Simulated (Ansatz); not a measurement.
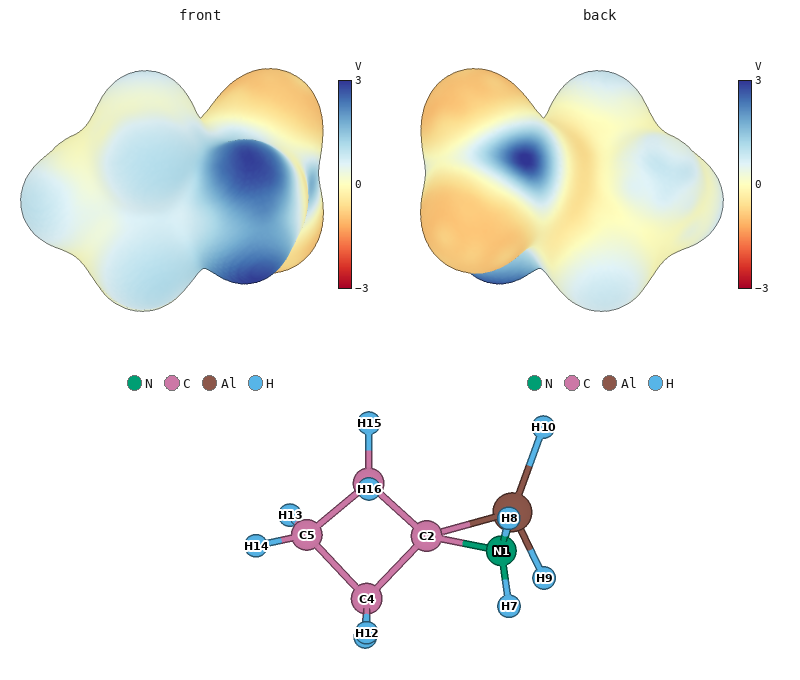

C4H10AlN. The molecular electrostatic potential painted on the density surface at 0.004 e/bohr³, seen from the front and from behind; red is negative and blue positive. The bare structure is drawn below in the same view.

All numbers below come from RKS PBE0-D4/6-31G* (Ansatz 0.2.0).

Input

```
crystal:
  periodic: [false, false, false]
  atoms:
    - { symbol: "N", position_ang: [-0.135, -1.4727, 1.1567] }
    - { symbol: C, position_ang: [0.176, -0.2312, 0.381] }
    - { symbol: Al, position_ang: [1.921, 0.5275, 0.9782] }
    - { symbol: C, position_ang: [0.1211, -0.418, -1.1354] }
    - { symbol: C, position_ang: [-1.0927, 0.5731, -1.1792] }
    - { symbol: C, position_ang: [-0.9592, 0.8109, 0.34] }
    - { symbol: H, position_ang: [0.5506, -2.169, 0.9458] }
    - { symbol: H, position_ang: [-1.0686, -1.7801, 0.8123] }
    - { symbol: H, position_ang: [3.1857, 0.68691, -0.08307] }
    - { symbol: H, position_ang: [2.1457, 1.03157, 2.47955] }
    - { symbol: H, position_ang: [0.9177, -0.0749, -1.6902] }
    - { symbol: H, position_ang: [-0.2659, -1.441, -1.4083] }
    - { symbol: H, position_ang: [-0.8929, 1.5181, -1.7633] }
    - { symbol: H, position_ang: [-2.0919, 0.1276, -1.4219] }
    - { symbol: H, position_ang: [-0.645, 1.8183, 0.5873] }
    - { symbol: H, position_ang: [-1.8636, 0.5134, 0.9143] }
basis:
  gaussian: { orbitals: "6-31G*" }
hamiltonian:
  xc: pbe0
  dispersion: d4
relax:
  f_tol: 0.015
  max_steps: 40
output:
  orbitals: {}
```

Command:

```sh
ansatz run input.yaml --threads 2 --pin off --max-ram 3072MiB --backend cpu --events-out ev --progress --plain --runs-dir out
```

The fields are those of the relaxed geometry.

Q: Where is the surface potential most negative and most positive?

A: The most negative region (about −0.9 V) lies over H9 and H10, the most positive (about +2.9 V) over Al3, H7 and H8.
